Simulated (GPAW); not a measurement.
# H2 in line between two Pb chains: converging a transmission, part 3 of 4

Aim: the cheapest settings that leave the conductance of H2 in line between two Pb chains unchanged.

GPAW 26.7.0; GPAW LCAO, PAW setups; Landauer transmission from Green's functions with principal layers (ASE), zero bias.

So far, conductance (G₀): step 2 (base settings) 2.07; step 10 (grid spacing 0.22 Å) 2.07; step 11 (grid spacing 0.16 Å) 2.07; step 12 (grid spacing 0.14 Å) 2.07; step 14 (8 atoms, SCF mesh 1×1×4) 2.03.

### Step 15. Varying the lead periods between scatterer and principal layer, 10 atoms: buffer = 1

System of this step: H2 in line between two Pb chains. The cell holds 10 atoms: 8 Pb and 2 H. Cell: a = 9.000 Å, b = 9.000 Å, c = 24.547 Å, α = 90.0°, β = 90.0°, γ = 90.0°. Regions: left lead, 4 atoms (4 Pb); channel, 2 atoms (2 H); right lead, 4 atoms (4 Pb). Vacuum lies along a and b. The structure is stacked along c, and the current runs across the ab planes.

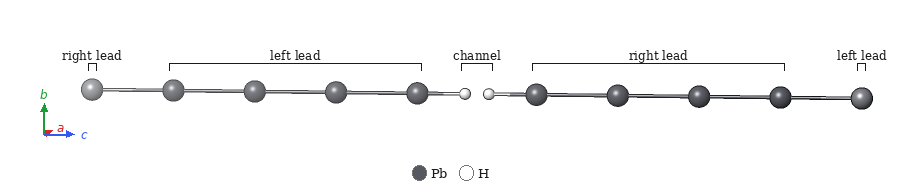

The cell of this step (lead dark grey, hydrogen white). Some periodic images of atoms are drawn too.

Input file run.py:

```python
import json
import numpy as np
from ase import Atoms
from ase.transport.calculators import TransportCalculator
from gpaw import GPAW, FermiDirac
from gpaw.lcao.tools import get_lcao_hamiltonian
from scipy.linalg import eigh

# The junction with lead layers at both ends, along the third cell vector
device = Atoms(
    ['Pb', 'Pb', 'Pb', 'Pb', 'H', 'H', 'Pb', 'Pb', 'Pb', 'Pb'],
    positions=[
        [4.50000, 4.50000, 1.45000],
        [4.50000, 4.50000, 4.35000],
        [4.50000, 4.50000, 7.25000],
        [4.50000, 4.50000, 10.15000],
        [4.50000, 4.50000, 11.84830],
        [4.50000, 4.50000, 12.69830],
        [4.50000, 4.50000, 14.39660],
        [4.50000, 4.50000, 17.29660],
        [4.50000, 4.50000, 20.19660],
        [4.50000, 4.50000, 23.09660]],
    cell=[[9.0, 0.0, 0.0], [0.0, 9.0, 0.0], [0.0, 0.0, 24.5466]],
    pbc=True)

# One principal layer of the lead: the first 3 atoms of the device
lead = Atoms(
    ['Pb', 'Pb', 'Pb'],
    positions=[
        [4.50000, 4.50000, 1.45000],
        [4.50000, 4.50000, 4.35000],
        [4.50000, 4.50000, 7.25000]],
    cell=[[9.0, 0.0, 0.0], [0.0, 9.0, 0.0], [0.0, 0.0, 8.7]],
    pbc=True)

settings = dict(mode='lcao', basis='dzp', xc='LDA', h=0.2,
                occupations=FermiDirac(0.1), maxiter=250,
                mixer=dict(beta=0.1, nmaxold=8, weight=100.0),
                convergence=dict(density=0.0001))
energies = np.arange(-3, 3 + 1e-9, 0.075)
eta = 0.0001
n1, n2 = 1, 1
# k and -k transmit alike, so half of the mesh across the current serves
mesh = [(i, j) for i in range(n1) for j in range(n2) if (i, j) <= (-i % n1, -j % n2)]
weights = np.array([1 if (i, j) == (-i % n1, -j % n2) else 2 for i, j in mesh]) / (n1 * n2)

# [... helper functions left out ...]
fermi_lead = ground_state(lead, (1, 1, 13), 'lead.txt')
fermi_device = ground_state(device, (1, 1, 3), 'device.txt')
# [... loop over the mesh left out, but for ...]
        # Shift the lead onto the potential of the device's first layer
        shift = ((H[:, 0, 0] - H0[:, 0, 0]) / S0[0, 0]).real.mean()
# [...]
kT = 8.617333e-5 * 300
bias = [0.1, 0.2, 0.5, 1.0, 1.5, 2.0]
# [... integrals and printing left out ...]
```

Run with:

```sh
$ OMP_NUM_THREADS=1 OPENBLAS_NUM_THREADS=2 python run.py
```

What it wrote:

```text
basis functions: device 194, principal layer 69
Fermi level: lead -2.8325 eV, device -2.8218 eV; lead shifted by -0.0114 eV
largest coupling past the next layer 2.83e-08 eV, largest misfit of the first layer 0.112 eV
  E-E_F (eV)   T (one spin)  [channel counts left out]
    -3.000    1.0502e-10
    -2.925    1.6085e-10
    -2.850    2.7222e-10
    -2.775    5.2319e-10
    -2.700    1.1976e-09
    -2.625    3.6074e-09
    -2.550    1.8979e-08
    -2.475    1.8319e-06
    -2.400    5.6483e-01
    -2.325    7.4774e-01
    -2.250    8.3042e-01
    -2.175    8.7720e-01
    -2.100    9.0710e-01
    -2.025    9.2773e-01
    -1.950    9.4275e-01
    -1.875    9.5411e-01
[...]
2.475    1.1576e+00
     2.550    1.1259e+00
     2.625    1.0934e+00
     2.700    1.0602e+00
     2.775    1.0261e+00
     2.850    9.9863e-01
     2.925    9.9889e-01
     3.000    9.9912e-01
conductance at 300 K: 2.0811 G0 a cell; thermopower 1.169 uV/K
current from the zero-bias T(E) at 0.1 V: 16.104 uA
current from the zero-bias T(E) at 0.2 V: 32.076 uA
current from the zero-bias T(E) at 0.5 V: 78.134 uA
current from the zero-bias T(E) at 1.0 V: 145.54 uA
current from the zero-bias T(E) at 1.5 V: 200.46 uA
current from the zero-bias T(E) at 2.0 V: 248.74 uA
```

It took 23 s on 2 threads of Intel Xeon 6975P-C (Granite Rapids), shared host; peak memory 0.88 GiB.

This step gave:

```yaml
conductance: 2.081 G₀
largest_misfit_of_the_first_principal_layer: 0.1119 eV
shift_that_aligns_the_lead: -0.01141 eV
basis_functions_of_the_junction: 194
transmission_at_the_fermi_level_one_spin: 2.090
```

One spin. Table of transmission, zone mean by energy, zero at the Fermi level:

```tsv
energy (eV)	transmission, zone mean
-3.000	1.1e-10
-2.475	1.8e-6
-2.025	0.928
-1.500	0.984
-0.975	0.998
-0.525	1.45
-0.075	2.11
0.000	2.09
0.525	1.63
0.975	1.47
1.500	1.44
2.025	1.33
2.475	1.16
3.000	0.999
```

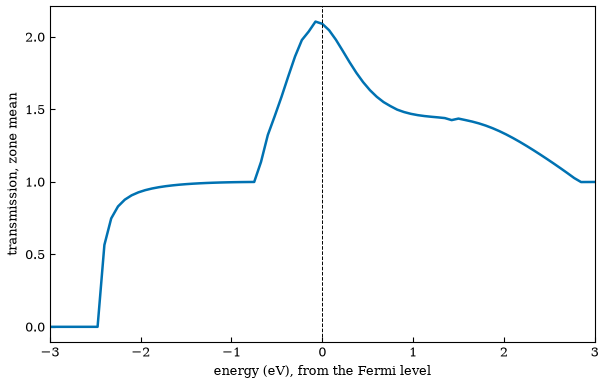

Transmission, zone mean, plotted against energy.

Not self-consistent under bias; the bias window is split evenly. The current through one cell, from the zero-bias transmission by bias:

```tsv
bias (V)	current through one cell, from the zero-bias transmission (μA)
0.100	16.1
0.200	32.1
0.500	78.1
1.000	146
1.500	200
2.000	249
```

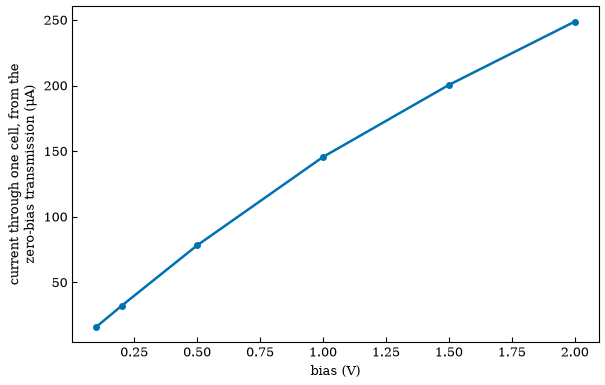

Current through one cell, from the zero-bias transmission against bias.

The conductance, 2.08 G₀, lies 0.7 % above that of the base run. Couplings past the next layer reach 2.8e-8 eV, small enough to drop; the matrix elements of the cell's first layer differ from the bulk lead's by up to 0.11 eV. That layer keeps its own values in the calculation, and only beyond it is the lead taken as perfect.

### Step 16. Lead periods between scatterer and principal layer, 16 atoms: buffer = 4

System of this step: H2 in line between two Pb chains. The cell holds 16 atoms: 14 Pb and 2 H. Cell: a = 9.000 Å, b = 9.000 Å, c = 41.947 Å, α = 90.0°, β = 90.0°, γ = 90.0°. Regions: left lead, 7 atoms (7 Pb); channel, 2 atoms (2 H); right lead, 7 atoms (7 Pb). Vacuum lies along a and b. The structure is stacked along c, and the current runs across the ab planes.

run.py: that of step 15 with these lines changed.

```diff
@@ -10,3 +10,3 @@
 device = Atoms(
-    ['Pb', 'Pb', 'Pb', 'Pb', 'H', 'H', 'Pb', 'Pb', 'Pb', 'Pb'],
+    ['Pb', 'Pb', 'Pb', 'Pb', 'Pb', 'Pb', 'Pb', 'H', 'H', 'Pb', 'Pb', 'Pb', 'Pb', 'Pb', 'Pb', 'Pb'],
     positions=[
@@ -16,9 +16,15 @@
         [4.50000, 4.50000, 10.15000],
-        [4.50000, 4.50000, 11.84830],
-        [4.50000, 4.50000, 12.69830],
-        [4.50000, 4.50000, 14.39660],
-        [4.50000, 4.50000, 17.29660],
-        [4.50000, 4.50000, 20.19660],
-        [4.50000, 4.50000, 23.09660]],
-    cell=[[9.0, 0.0, 0.0], [0.0, 9.0, 0.0], [0.0, 0.0, 24.5466]],
+        [4.50000, 4.50000, 13.05000],
+        [4.50000, 4.50000, 15.95000],
+        [4.50000, 4.50000, 18.85000],
+        [4.50000, 4.50000, 20.54830],
+        [4.50000, 4.50000, 21.39830],
+        [4.50000, 4.50000, 23.09660],
+        [4.50000, 4.50000, 25.99660],
+        [4.50000, 4.50000, 28.89660],
+        [4.50000, 4.50000, 31.79660],
+        [4.50000, 4.50000, 34.69660],
+        [4.50000, 4.50000, 37.59660],
+        [4.50000, 4.50000, 40.49660]],
+    cell=[[9.0, 0.0, 0.0], [0.0, 9.0, 0.0], [0.0, 0.0, 41.9466]],
     pbc=True)
@@ -48,3 +54,3 @@
 fermi_lead = ground_state(lead, (1, 1, 13), 'lead.txt')
-fermi_device = ground_state(device, (1, 1, 3), 'device.txt')
+fermi_device = ground_state(device, (1, 1, 2), 'device.txt')
 # [... loop over the mesh left out, but for ...]
```

What it wrote:

```text
basis functions: device 332, principal layer 69
Fermi level: lead -2.8325 eV, device -2.8276 eV; lead shifted by -0.0187 eV
largest coupling past the next layer 2.83e-08 eV, largest misfit of the first layer 0.018 eV
  E-E_F (eV)   T (one spin)  channels
    -3.000    2.3892e-12    0.0000
    -2.925    4.8500e-12    0.0000
    -2.850    1.1143e-11    0.0000
[...]
2.925    9.9871e-01    1.0000
     3.000    9.9893e-01    1.0000
conductance at 300 K: 2.0831 G0 a cell; thermopower 0.5567 uV/K
current from the zero-bias T(E) at 0.1 V: 16.111 uA
current from the zero-bias T(E) at 0.2 V: 32.044 uA
current from the zero-bias T(E) at 0.5 V: 77.662 uA
current from the zero-bias T(E) at 1.0 V: 144.86 uA
current from the zero-bias T(E) at 1.5 V: 199.74 uA
current from the zero-bias T(E) at 2.0 V: 248.23 uA
```

Elapsed: 50 s, on 2 threads; peak memory 1.3 GiB.

One spin. Transmission, zone mean against energy, zero at the Fermi level:

```tsv
energy (eV)	transmission, zone mean
-3.000	2.4e-12
-2.475	8.8e-5
-2.025	0.908
-1.500	0.985
-0.975	0.998
-0.525	1.46
0.000	2.10
0.525	1.64
0.975	1.47
1.500	1.44
2.025	1.32
2.475	1.16
3.000	0.999
```

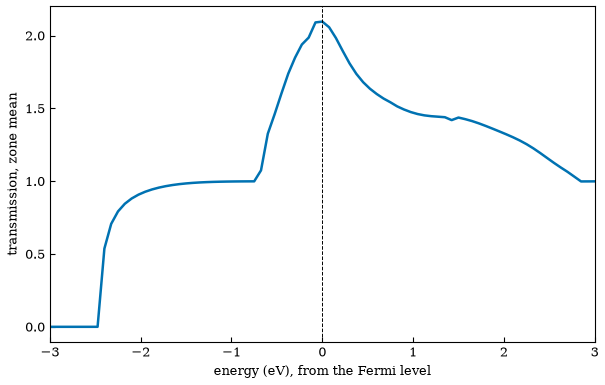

Transmission, zone mean, plotted against energy.

The conductance, 2.08 G₀, lies 0.8 % above that of the base run. Couplings past the next layer reach 2.8e-8 eV, small enough to drop; the matrix elements of the cell's first layer differ from the bulk lead's by up to 0.018 eV. That layer keeps its own values in the calculation, and only beyond it is the lead taken as perfect.

### Step 17. Lead periods between scatterer and principal layer, 20 atoms: buffer = 6

System of this step: H2 in line between two Pb chains. The cell holds 20 atoms: 18 Pb and 2 H. Its edges and angles: a = 9.000 Å, b = 9.000 Å, c = 53.547 Å, α = 90.0°, β = 90.0°, γ = 90.0°. Regions: left lead, 9 atoms (9 Pb); channel, 2 atoms (2 H); right lead, 9 atoms (9 Pb). Vacuum lies along a and b. The structure is stacked along c, and the current runs across the ab planes.

run.py: that of step 16 with these lines changed.

```diff
@@ -10,3 +10,3 @@
 device = Atoms(
-    ['Pb', 'Pb', 'Pb', 'Pb', 'Pb', 'Pb', 'Pb', 'H', 'H', 'Pb', 'Pb', 'Pb', 'Pb', 'Pb', 'Pb', 'Pb'],
+    ['Pb', 'Pb', 'Pb', 'Pb', 'Pb', 'Pb', 'Pb', 'Pb', 'Pb', 'H', 'H', 'Pb', 'Pb', 'Pb', 'Pb', 'Pb', 'Pb', 'Pb', 'Pb', 'Pb'],
     positions=[
@@ -19,6 +19,6 @@
         [4.50000, 4.50000, 18.85000],
-        [4.50000, 4.50000, 20.54830],
-        [4.50000, 4.50000, 21.39830],
-        [4.50000, 4.50000, 23.09660],
-        [4.50000, 4.50000, 25.99660],
+        [4.50000, 4.50000, 21.75000],
+        [4.50000, 4.50000, 24.65000],
+        [4.50000, 4.50000, 26.34830],
+        [4.50000, 4.50000, 27.19830],
         [4.50000, 4.50000, 28.89660],
@@ -27,4 +27,8 @@
         [4.50000, 4.50000, 37.59660],
-        [4.50000, 4.50000, 40.49660]],
-    cell=[[9.0, 0.0, 0.0], [0.0, 9.0, 0.0], [0.0, 0.0, 41.9466]],
+        [4.50000, 4.50000, 40.49660],
+        [4.50000, 4.50000, 43.39660],
+        [4.50000, 4.50000, 46.29660],
+        [4.50000, 4.50000, 49.19660],
+        [4.50000, 4.50000, 52.09660]],
+    cell=[[9.0, 0.0, 0.0], [0.0, 9.0, 0.0], [0.0, 0.0, 53.5466]],
     pbc=True)
```

What it wrote:

```text
basis functions: device 424, principal layer 69
Fermi level: lead -2.8325 eV, device -2.8283 eV; lead shifted by -0.0010 eV
largest coupling past the next layer 2.83e-08 eV, largest misfit of the first layer 0.002 eV
  E-E_F (eV)   T (one spin)  [channel counts left out]
    -3.000    1.6216e-13
    -2.925    3.7563e-13
    -2.850    9.9396e-13
[...]
2.925    9.9861e-01
     3.000    9.9882e-01
conductance at 300 K: 2.088 G0 a cell; thermopower 0.9224 uV/K
current from the zero-bias T(E) at 0.1 V: 16.152 uA
current from the zero-bias T(E) at 0.2 V: 32.153 uA
current from the zero-bias T(E) at 0.5 V: 78.049 uA
current from the zero-bias T(E) at 1.0 V: 145.12 uA
current from the zero-bias T(E) at 1.5 V: 199.71 uA
current from the zero-bias T(E) at 2.0 V: 248.15 uA
```

The job ended after 77 s (2 threads; peak memory 1.6 GiB).

One spin. Table of transmission, zone mean by energy, zero at the Fermi level:

```tsv
energy (eV)	transmission, zone mean
-3.000	0
-2.475	1.0e-7
-2.025	0.900
-1.500	0.983
-0.975	0.998
-0.525	1.47
0.000	2.10
0.525	1.64
0.975	1.47
1.500	1.42
2.025	1.32
2.475	1.17
3.000	0.999
```

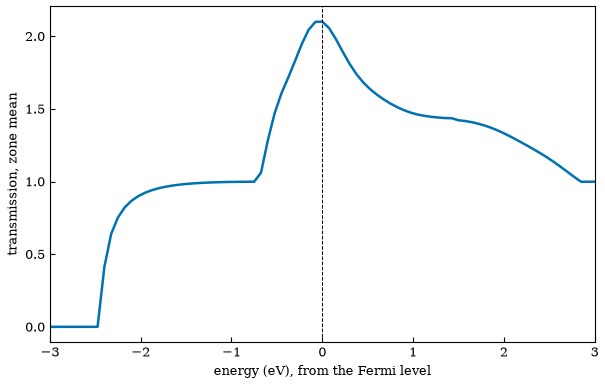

Transmission, zone mean, plotted against energy.

The conductance, 2.09 G₀, lies 1.0 % above that of the base run. Couplings past the next layer reach 2.8e-8 eV, small enough to drop; the matrix elements of the cell's first layer differ from the bulk lead's by up to 0.0021 eV. That layer keeps its own values in the calculation, and only beyond it is the lead taken as perfect.

### Step 18. Convergence in the lead periods between scatterer and principal layer

The runs and the base run on one axis.

This step: convergence of the conductance (GPAW 26.7.0).

Conductance against lead periods between scatterer and principal layer:

```tsv
lead periods between scatterer and principal layer	conductance (G₀)
0.00	2.03
1.00	2.08
2.00	2.07
4.00	2.08
6.00	2.09
```

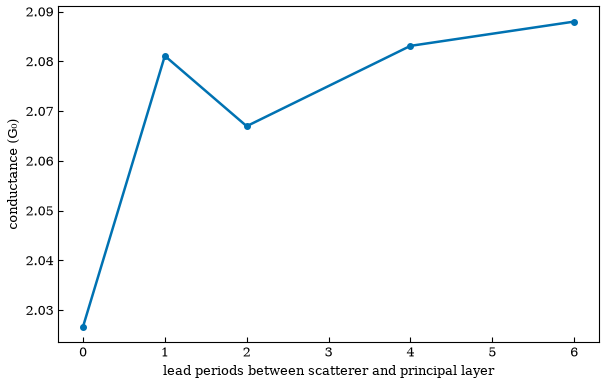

Conductance against lead periods between scatterer and principal layer.

### Step 19. Varying the energy step: de = 0.2

The thermal integrals interpolate T(E), so the step must resolve what lies within a few kT of the Fermi level.

This step: GPAW LCAO, PAW setups; Landauer transmission from Green's functions with principal layers (ASE), zero bias (GPAW 26.7.0).

System of this step: H2 in line between two Pb chains. The cell holds 12 atoms: 10 Pb and 2 H. Cell: a = 9.000 Å, b = 9.000 Å, c = 30.347 Å, α = 90.0°, β = 90.0°, γ = 90.0°. Regions: left lead, 5 atoms (5 Pb); channel, 2 atoms (2 H); right lead, 5 atoms (5 Pb). Vacuum lies along a and b. The structure is stacked along c, and the current runs across the ab planes.

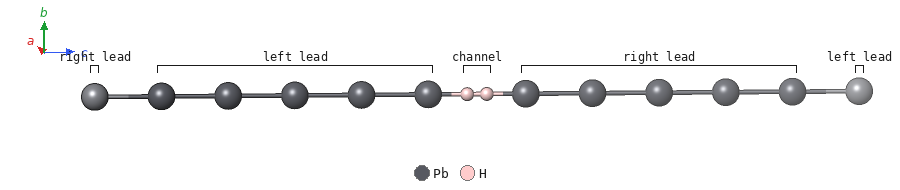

The cell of this step (lead dark grey, hydrogen pink). Some periodic images of atoms are drawn too.

run.py: that of step 17 with these lines changed.

```diff
@@ -10,3 +10,3 @@
 device = Atoms(
-    ['Pb', 'Pb', 'Pb', 'Pb', 'Pb', 'Pb', 'Pb', 'Pb', 'Pb', 'H', 'H', 'Pb', 'Pb', 'Pb', 'Pb', 'Pb', 'Pb', 'Pb', 'Pb', 'Pb'],
+    ['Pb', 'Pb', 'Pb', 'Pb', 'Pb', 'H', 'H', 'Pb', 'Pb', 'Pb', 'Pb', 'Pb'],
     positions=[
@@ -17,18 +17,10 @@
         [4.50000, 4.50000, 13.05000],
-        [4.50000, 4.50000, 15.95000],
-        [4.50000, 4.50000, 18.85000],
-        [4.50000, 4.50000, 21.75000],
-        [4.50000, 4.50000, 24.65000],
-        [4.50000, 4.50000, 26.34830],
-        [4.50000, 4.50000, 27.19830],
-        [4.50000, 4.50000, 28.89660],
-        [4.50000, 4.50000, 31.79660],
-        [4.50000, 4.50000, 34.69660],
-        [4.50000, 4.50000, 37.59660],
-        [4.50000, 4.50000, 40.49660],
-        [4.50000, 4.50000, 43.39660],
-        [4.50000, 4.50000, 46.29660],
-        [4.50000, 4.50000, 49.19660],
-        [4.50000, 4.50000, 52.09660]],
-    cell=[[9.0, 0.0, 0.0], [0.0, 9.0, 0.0], [0.0, 0.0, 53.5466]],
+        [4.50000, 4.50000, 14.74830],
+        [4.50000, 4.50000, 15.59830],
+        [4.50000, 4.50000, 17.29660],
+        [4.50000, 4.50000, 20.19660],
+        [4.50000, 4.50000, 23.09660],
+        [4.50000, 4.50000, 25.99660],
+        [4.50000, 4.50000, 28.89660]],
+    cell=[[9.0, 0.0, 0.0], [0.0, 9.0, 0.0], [0.0, 0.0, 30.3466]],
     pbc=True)
@@ -49,3 +41,3 @@
                 convergence=dict(density=0.0001))
-energies = np.arange(-3, 3 + 1e-9, 0.075)
+energies = np.arange(-3, 3 + 1e-9, 0.2)
 eta = 0.0001
@@ -58,3 +50,3 @@
 fermi_lead = ground_state(lead, (1, 1, 13), 'lead.txt')
-fermi_device = ground_state(device, (1, 1, 2), 'device.txt')
+fermi_device = ground_state(device, (1, 1, 3), 'device.txt')
 # [... loop over the mesh left out, but for ...]
```

What it wrote:

```text
basis functions: device 240, principal layer 69
Fermi level: lead -2.8325 eV, device -2.8253 eV; lead shifted by 0.0024 eV
largest coupling past the next layer 2.83e-08 eV, largest misfit of the first layer 0.058 eV
  E-E_F (eV)   T (one spin)  channels
    -3.000    2.3858e-11    0.0000
    -2.800    1.1088e-10    0.0000
    -2.600    1.7552e-09    0.0000
    -2.400    3.4832e-01    1.0000
    -2.200    7.8474e-01    1.0000
    -2.000    9.0543e-01    1.0000
    -1.800    9.5393e-01    1.0000
    -1.600    9.7664e-01    1.0000
    -1.400    9.8814e-01    1.0000
    -1.200    9.9420e-01    1.0000
    -1.000    9.9739e-01    1.0000
    -0.800    9.9893e-01    1.0000
    -0.600    1.2798e+00    3.0000
    -0.400    1.6767e+00    3.0000
    -0.200    1.9797e+00    3.0000
     0.000    2.0785e+00    3.0000
[...]
1.600    1.4164e+00    3.0000
     1.800    1.3801e+00    3.0000
     2.000    1.3309e+00    3.0000
     2.200    1.2705e+00    3.0000
     2.400    1.1987e+00    3.0000
     2.600    1.1151e+00    3.0000
     2.800    1.0216e+00    3.0000
     3.000    9.9896e-01    1.0000
conductance at 300 K: 2.0574 G0 a cell; thermopower 0.3028 uV/K
current from the zero-bias T(E) at 0.1 V: 15.907 uA
current from the zero-bias T(E) at 0.2 V: 31.655 uA
current from the zero-bias T(E) at 0.5 V: 77.345 uA
current from the zero-bias T(E) at 1.0 V: 144.48 uA
current from the zero-bias T(E) at 1.5 V: 199.45 uA
current from the zero-bias T(E) at 2.0 V: 247.98 uA
```

Run time: 29 s. Hardware: 2 threads; peak memory 1 GiB.

This step gave:

- conductance: 2.057 G₀
- largest misfit of the first principal layer: 0.05756 eV
- shift that aligns the lead: 0.002407 eV
- basis functions of the junction: 240
- transmission at the Fermi level (one spin): 2.078

One spin. The transmission, zone mean by energy, zero at the Fermi level:

```tsv
energy (eV)	transmission, zone mean
-3.00	2.4e-11
-2.40	0.348
-1.60	0.977
-1.00	0.997
-0.40	1.68
0.00	2.08
0.40	1.74
1.00	1.47
1.60	1.42
2.40	1.20
3.00	0.999
```

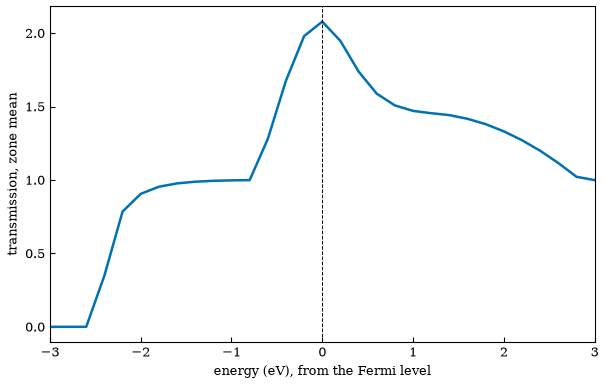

Transmission, zone mean, plotted against energy.

Crossings of the lead's bands, unfolded to its shortest repeat. The open channels, zone mean by energy, zero at the Fermi level:

```tsv
energy (eV)	open channels, zone mean
-3.00	0
-2.40	1
-1.60	1
-1.00	1
-0.40	3
0.00	3
0.40	3
1.00	3
1.60	3
2.40	3
3.00	1
```

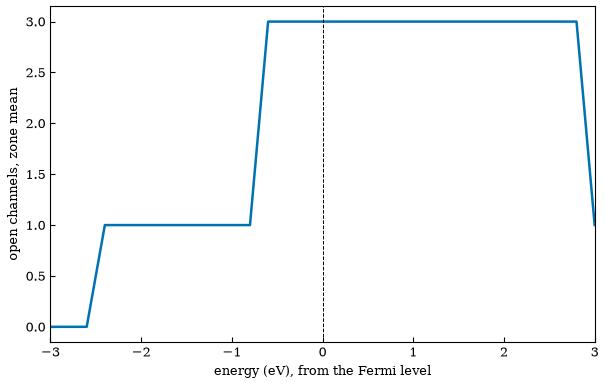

Open channels, zone mean against energy.

Not self-consistent under bias; the bias window is split evenly. Table of current through one cell, from the zero-bias transmission by bias:

```tsv
bias (V)	current through one cell, from the zero-bias transmission (μA)
0.100	15.9
0.200	31.7
0.500	77.3
1.000	144
1.500	199
2.000	248
```

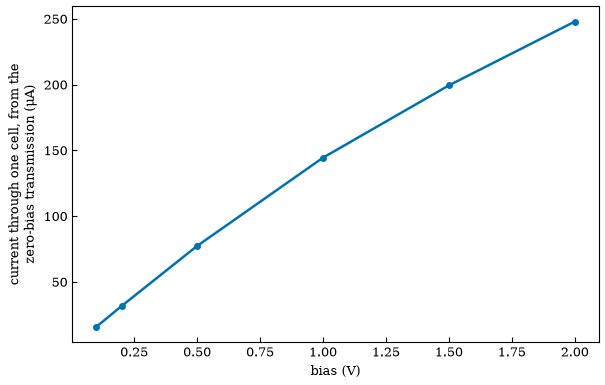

Current through one cell, from the zero-bias transmission against bias.

The conductance, 2.06 G₀, lies 0.5 % below that of the base run.

[end of part 3 of 4]

[Logs are printed without paths, hosts, clocks, repeated set-up lines and the standing remarks that a program may print on its own settings, such as how far it seeks lower states.]

[Hosts, paths, dates, database ids (printed as entryN), source tags and the programs' standing remarks are cut or masked in the printed files.]
